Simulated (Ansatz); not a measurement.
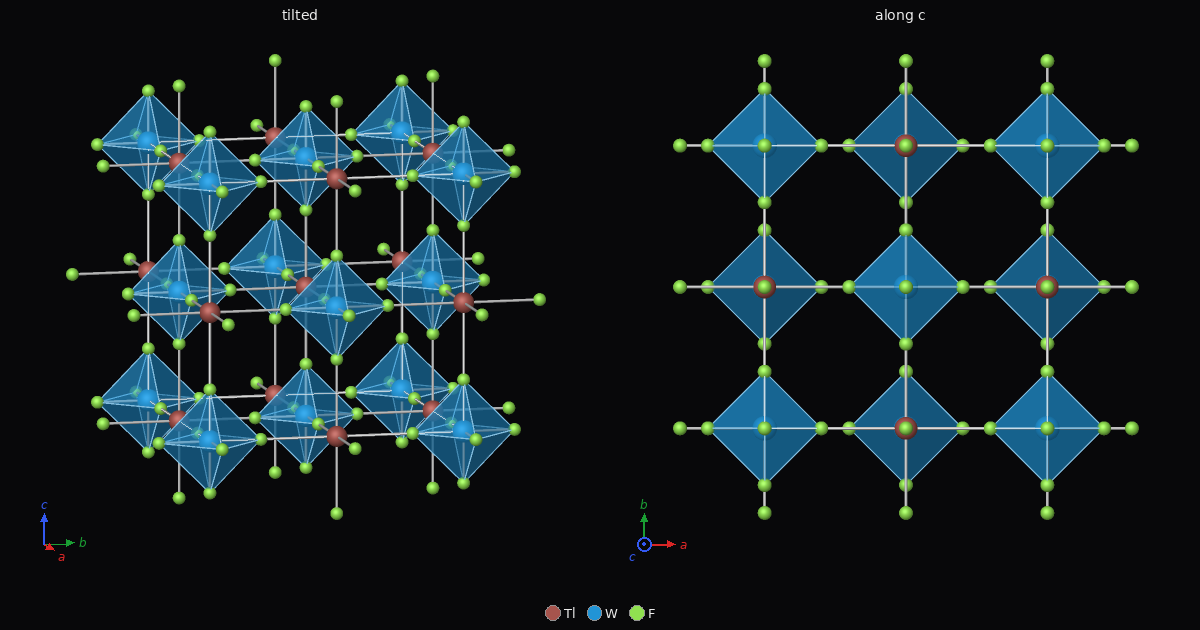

Drawn in the polyhedral manner and seen slightly off an axis and along the c axis. The edges of the conventional unit cell are marked. Some neighbours outside the box are added.

TlWF$_{6}$, space group Fm-3m (No. 225), a = 9.543 Å, b = 9.543 Å, c = 9.543 Å, α = 90.00°, β = 90.00°, γ = 90.00°. The initial geometry was a structure type filled with these elements by a generator (whether the compound takes this form wasn't checked). Earlier steps of the study may have refined or changed the cell and positions. It went into a calculation with Ansatz.

This one geometry was computed with Ansatz (DFT, plane waves, PAW) at three levels of theory: r2SCAN, PBE and PBE+U (U_eff = 6.20 eV on W d).

Which level gives the highest pressure at this volume, and what does that say about its equilibrium volume?

Highest: PBE (0.0 GPa) and PBE+U (U_eff = 6.20 eV on W d) (0.3 GPa), which points to the largest equilibrium volume. Lowest, with the smallest volume: r2SCAN (-1.8 GPa). Levels within 0.5 GPa of each other can't be told apart.

How does the band gap change with the level of theory?

All levels give a metal.

Collect the results in a table.

| level | cutoff (eV) | k-mesh of the run's cell | gap (eV) | pressure (GPa) |
| --- | --- | --- | --- | --- |
| r2SCAN | 500 | 8×8×8 | metal | -1.8 |
| PBE | 420 | 8×8×8 | metal | 0.0 |
| PBE+U (U_eff = 6.20 eV on W d) | 420 | 8×8×8 | metal | 0.3 |

Gaps are taken on the k-mesh or band path of each run.
